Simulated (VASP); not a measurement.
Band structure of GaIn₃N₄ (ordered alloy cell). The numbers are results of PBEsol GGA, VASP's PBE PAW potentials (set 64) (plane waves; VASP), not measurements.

Unless said otherwise, spin-orbit coupling is left out, though it shifts the bands of the heavy elements here.

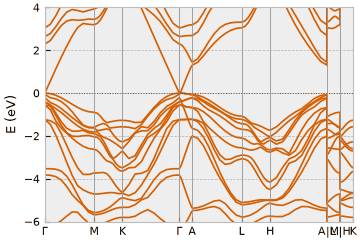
Bands along high-symmetry lines, zero at the valence-band maximum or, without a gap, the Fermi level

Task: Read the plot: is there a gap, and where are the band edges?

Result: It has no gap at this level: it comes out as a metal or semimetal. (Edges off the drawn lines would not show.)

The structure was generated: GaIn3N4 was put into an ordered model structure (P3m1), which need not be its known phase. It was relaxed first.
